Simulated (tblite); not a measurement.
# Geometry relaxation, with input and output: C8H13BSi (part 2 of 2)

The same run, continued: C8H13BSi; GFN2-xTB geometry optimisation, gas phase (tblite 0.8.0). 

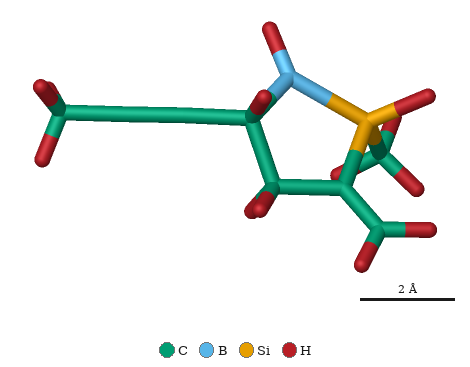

Figure 1. The geometry at step 166 of the log (stick view, seen at a tilt).

Trajectory as extended XYZ, continued
```
23
Properties=species:S:1:pos:R:3:forces:R:3 step=92 energy=-723.55350
C    -1.9957    2.4091    0.4113   -0.0140   0.0290   0.0000
C    -1.3458    1.2562    0.4363   -0.0050   0.0200   0.0040
C     0.0309    1.1031   -0.1514   -0.0300   0.0300  -0.0390
C     0.8502    0.0762    0.6642    0.0000  -0.0070  -0.0310
C     2.0502   -0.2929   -0.0622   -0.0890   0.0230   0.0640
C     2.9920   -0.5734   -0.7473    0.1310  -0.0380  -0.0810
C     4.1509   -0.9065   -1.5515   -0.0140   0.0010   0.0090
B    -0.0565   -1.0854    1.2332   -0.0170   0.0040  -0.0010
Si   -1.8976   -0.4118    1.1763    0.0220  -0.0040   0.0130
C    -3.0621   -1.2441   -0.0905   -0.0010  -0.0120  -0.0120
H    -1.5725    3.3037   -0.0288   -0.0310  -0.0230   0.0270
H    -2.9878    2.5113    0.8212    0.0310  -0.0170   0.0010
H     0.5513    2.0624   -0.2163    0.0040  -0.0160   0.0040
H    -0.0708    0.7212   -1.1737    0.0060   0.0050   0.0150
H     1.1718    0.5822    1.5923    0.0140   0.0090   0.0210
H     5.0650   -0.6895   -0.9980   -0.0020  -0.0090  -0.0120
H     4.1462   -0.3160   -2.4689    0.0060  -0.0140   0.0210
H     4.1389   -1.9650   -1.8147   -0.0020   0.0170   0.0140
H     0.4191   -2.0804    1.6191    0.0040  -0.0120  -0.0050
H    -2.6810   -0.1934    2.4109    0.0070   0.0260  -0.0100
H    -3.4134   -2.2050    0.2710    0.0010  -0.0120   0.0090
H    -3.9311   -0.6243   -0.2845   -0.0180   0.0070  -0.0010
H    -2.5571   -1.4107   -1.0379   -0.0050  -0.0080  -0.0100
23
Properties=species:S:1:pos:R:3:forces:R:3 step=111 energy=-723.55662
C    -2.0052    2.4098    0.4325    0.0010  -0.0050  -0.0010
C    -1.3446    1.2628    0.4269   -0.0090  -0.0050  -0.0030
C     0.0300    1.1176   -0.1671   -0.0080  -0.0010   0.0110
C     0.8495    0.0842    0.6435   -0.0030   0.0020   0.0040
C     2.0544   -0.2846   -0.0743    0.0240  -0.0060  -0.0310
C     3.0075   -0.5736   -0.7426   -0.0240   0.0080   0.0130
C     4.1660   -0.9197   -1.5400    0.0110  -0.0020  -0.0030
B    -0.0565   -1.0797    1.2098   -0.0080  -0.0080   0.0060
Si   -1.8961   -0.4065    1.1639   -0.0030   0.0260   0.0030
C    -3.0706   -1.2526   -0.0856    0.0090  -0.0020   0.0020
H    -1.6029    3.3209    0.0103   -0.0040  -0.0010   0.0050
H    -2.9930    2.4815    0.8571    0.0060   0.0210  -0.0010
H     0.5513    2.0765   -0.2247    0.0010  -0.0010   0.0030
H    -0.0706    0.7414   -1.1910   -0.0040   0.0050   0.0020
H     1.1673    0.5827    1.5787   -0.0010   0.0100  -0.0090
H     5.0823   -0.7072   -0.9890   -0.0030  -0.0040   0.0110
H     4.1683   -0.3352   -2.4606    0.0020  -0.0040  -0.0010
H     4.1457   -1.9792   -1.7964    0.0000   0.0000   0.0070
H     0.4168   -2.0792    1.5875    0.0150  -0.0050  -0.0080
H    -2.6763   -0.1540    2.3943    0.0130  -0.0120   0.0000
H    -3.4086   -2.2138    0.2886   -0.0070  -0.0020   0.0010
H    -3.9471   -0.6414   -0.2762    0.0060  -0.0070   0.0050
H    -2.5720   -1.4237   -1.0355   -0.0130  -0.0070  -0.0160
23
Properties=species:S:1:pos:R:3:forces:R:3 step=129 energy=-723.55881
C    -2.0108    2.4218    0.4575    0.0000  -0.0010   0.0020
C    -1.3555    1.2722    0.4221   -0.0030  -0.0030   0.0040
C     0.0163    1.1410   -0.1825   -0.0040  -0.0030   0.0010
C     0.8460    0.1042    0.6125   -0.0020   0.0000   0.0000
C     2.0497   -0.2632   -0.1083    0.0070   0.0030  -0.0020
C     3.0110   -0.5713   -0.7554   -0.0020   0.0090   0.0060
C     4.1852   -0.9410   -1.5181    0.0020  -0.0020   0.0010
B    -0.0492   -1.0726    1.1701   -0.0020  -0.0010  -0.0010
Si   -1.8922   -0.4084    1.1452   -0.0020   0.0060   0.0080
C    -3.0833   -1.2701   -0.0780    0.0000   0.0050   0.0040
H    -1.6054    3.3391    0.0520   -0.0030   0.0000  -0.0020
H    -2.9944    2.4940    0.8913   -0.0010   0.0010  -0.0010
H     0.5315    2.1038   -0.2306    0.0000  -0.0030  -0.0010
H    -0.0891    0.7779   -1.2103    0.0000  -0.0050  -0.0020
H     1.1679    0.5990    1.5481   -0.0020  -0.0010  -0.0030
H     5.0871   -0.7302   -0.9430    0.0030  -0.0020  -0.0030
H     4.2203   -0.3726   -2.4479    0.0020  -0.0040   0.0020
H     4.1586   -2.0048   -1.7556    0.0060  -0.0010  -0.0040
H     0.4359   -2.0751    1.5251    0.0010   0.0020  -0.0030
H    -2.6503   -0.1722    2.3924    0.0030  -0.0030   0.0010
H    -3.4080   -2.2288    0.3147    0.0010   0.0000  -0.0060
H    -3.9681   -0.6666   -0.2528   -0.0010   0.0020  -0.0030
H    -2.6080   -1.4490   -1.0385   -0.0040   0.0010   0.0020
23
Properties=species:S:1:pos:R:3:forces:R:3 step=166 energy=-723.55934
C    -2.0147    2.4170    0.4638   -0.0020   0.0010  -0.0010
C    -1.3586    1.2681    0.4243    0.0020  -0.0040   0.0020
C     0.0052    1.1328   -0.1973    0.0000   0.0040  -0.0050
C     0.8445    0.1040    0.5981   -0.0030   0.0010  -0.0010
C     2.0531   -0.2566   -0.1180   -0.0060   0.0010   0.0010
C     3.0212   -0.5663   -0.7541    0.0050   0.0010  -0.0030
C     4.2017   -0.9411   -1.5049    0.0020  -0.0010   0.0000
B    -0.0442   -1.0779    1.1552   -0.0070  -0.0010   0.0010
Si   -1.8874   -0.4128    1.1521   -0.0070   0.0010   0.0000
C    -3.0936   -1.2552   -0.0702    0.0010  -0.0010   0.0000
H    -1.6179    3.3336    0.0485    0.0040  -0.0030   0.0010
H    -2.9926    2.4892    0.9106    0.0010   0.0000   0.0000
H     0.5189    2.0951   -0.2618    0.0060   0.0050   0.0040
H    -0.1125    0.7594   -1.2200   -0.0020  -0.0060  -0.0050
H     1.1601    0.6039    1.5330    0.0010  -0.0020   0.0010
H     5.0989   -0.7300   -0.9228    0.0030   0.0030  -0.0010
H     4.2466   -0.3776   -2.4372    0.0010   0.0030   0.0020
H     4.1759   -2.0057   -1.7382    0.0000  -0.0030  -0.0010
H     0.4440   -2.0833    1.4970    0.0010   0.0000   0.0020
H    -2.6304   -0.1836    2.4097    0.0010  -0.0020  -0.0020
H    -3.4153   -2.2209    0.3071    0.0000   0.0020   0.0030
H    -3.9793   -0.6476   -0.2261    0.0020  -0.0020   0.0020
H    -2.6283   -1.4172   -1.0386   -0.0030   0.0010  -0.0010
23
Properties=species:S:1:pos:R:3:forces:R:3 step=185 energy=-723.55951
C    -2.0087    2.4160    0.4639   -0.0020  -0.0010  -0.0030
C    -1.3576    1.2644    0.4198    0.0020   0.0030   0.0040
C     0.0035    1.1250   -0.2070   -0.0010  -0.0010  -0.0010
C     0.8415    0.0950    0.5876    0.0000   0.0020   0.0020
C     2.0528   -0.2629   -0.1251   -0.0010  -0.0010  -0.0010
C     3.0271   -0.5658   -0.7550    0.0010   0.0000   0.0000
C     4.2141   -0.9328   -1.4995    0.0010   0.0010  -0.0010
B    -0.0476   -1.0841    1.1495   -0.0020   0.0020   0.0010
Si   -1.8895   -0.4144    1.1504    0.0000  -0.0010  -0.0030
C    -3.1082   -1.2502   -0.0635    0.0000  -0.0010   0.0010
H    -1.6101    3.3314    0.0477    0.0040  -0.0020   0.0000
H    -2.9843    2.4919    0.9149    0.0000  -0.0010   0.0010
H     0.5201    2.0858   -0.2739   -0.0010  -0.0030   0.0000
H    -0.1190    0.7498   -1.2287    0.0010   0.0000  -0.0020
H     1.1560    0.5939    1.5237   -0.0020   0.0020   0.0050
H     5.1067   -0.7166   -0.9120    0.0010  -0.0010   0.0010
H     4.2612   -0.3669   -2.4301    0.0000   0.0000  -0.0020
H     4.1963   -1.9972   -1.7349    0.0000   0.0010   0.0000
H     0.4421   -2.0856    1.5011   -0.0040   0.0000  -0.0040
H    -2.6250   -0.1840    2.4122    0.0020   0.0020   0.0000
H    -3.4224   -2.2195    0.3108    0.0000   0.0000  -0.0010
H    -3.9977   -0.6438   -0.2021    0.0010   0.0000   0.0020
H    -2.6562   -1.4025   -1.0398   -0.0010  -0.0020   0.0020
23
Properties=species:S:1:pos:R:3:forces:R:3 step=204 energy=-723.55963
C    -2.0009    2.4173    0.4603    0.0000   0.0000   0.0000
C    -1.3559    1.2623    0.4144    0.0000   0.0030   0.0020
C     0.0041    1.1175   -0.2133   -0.0010   0.0020  -0.0010
C     0.8398    0.0884    0.5849    0.0010   0.0010  -0.0020
C     2.0545   -0.2656   -0.1239    0.0010  -0.0020   0.0010
C     3.0320   -0.5613   -0.7523    0.0010  -0.0020  -0.0010
C     4.2220   -0.9227   -1.4949    0.0000   0.0000   0.0000
B    -0.0526   -1.0911    1.1405    0.0000   0.0000   0.0000
Si   -1.8917   -0.4137    1.1481    0.0000  -0.0030  -0.0020
C    -3.1210   -1.2494   -0.0550    0.0000  -0.0010   0.0000
H    -1.5967    3.3306    0.0450   -0.0010   0.0000  -0.0020
H    -2.9752    2.4983    0.9132    0.0000  -0.0010  -0.0010
H     0.5230    2.0768   -0.2834    0.0010   0.0000   0.0000
H    -0.1190    0.7390   -1.2337   -0.0010   0.0010   0.0000
H     1.1486    0.5875    1.5229    0.0000  -0.0010   0.0010
H     5.1127   -0.7043   -0.9052   -0.0010  -0.0010  -0.0010
H     4.2688   -0.3555   -2.4248    0.0000  -0.0010   0.0020
H     4.2083   -1.9870   -1.7317    0.0020   0.0030   0.0000
H     0.4315   -2.0984    1.4828    0.0010  -0.0010  -0.0010
H    -2.6166   -0.1770    2.4147   -0.0020   0.0000   0.0020
H    -3.4277   -2.2210    0.3200   -0.0010   0.0010   0.0000
H    -4.0140   -0.6459   -0.1823    0.0030   0.0000   0.0000
H    -2.6788   -1.3980   -1.0363   -0.0020   0.0000   0.0020
```

The run was set up as follows.

Input file
```
{"job": {"xc": "GFN2-xTB", "basis": "xTB", "kind": "relax"}, "charge": 0, "multiplicity": 1}
C     -2.179500     2.247600     0.137400
C     -1.324300     1.287300     0.436000
C      0.166400     1.408200     0.185400
C      0.934800     0.256800     0.842000
C      2.013000    -0.239400    -0.013200
C      2.894200    -0.636700    -0.738900
C      3.972500    -1.116600    -1.608900
B     -0.051100    -0.939000     1.228800
Si    -1.847000    -0.317900     1.152100
C     -2.880300    -1.286700    -0.065900
H     -1.846800     3.180100    -0.301900
H     -3.254500     2.118900     0.322300
H      0.522100     2.380900     0.596300
H      0.312100     1.419000    -0.923500
H      1.385500     0.618500     1.800500
H      4.948000    -0.960200    -1.095300
H      3.951300    -0.559600    -2.561200
H      3.826900    -2.207500    -1.802500
H      0.164200    -2.041800     0.861100
H     -2.477300    -0.169600     2.477100
H     -3.041600    -2.305600     0.321900
H     -3.856100    -0.780800    -0.209700
H     -2.337400    -1.328700    -1.029600
```

The first line tells a small driver script what to run in tblite; the rest is the geometry in Å.

Launch command:
```bash
OMP_NUM_THREADS=1 python <driver script> task.json out
```

Key numbers

```json
{"quantity": "outcome", "value": "converged"}
{"quantity": "total energy", "value": "−723.5596 eV"}
{"quantity": "hardware", "value": "1 CPU thread, shared host"}
{"quantity": "wall time", "value": "3.7 s"}
{"quantity": "peak memory", "value": "1.5 GiB"}
```
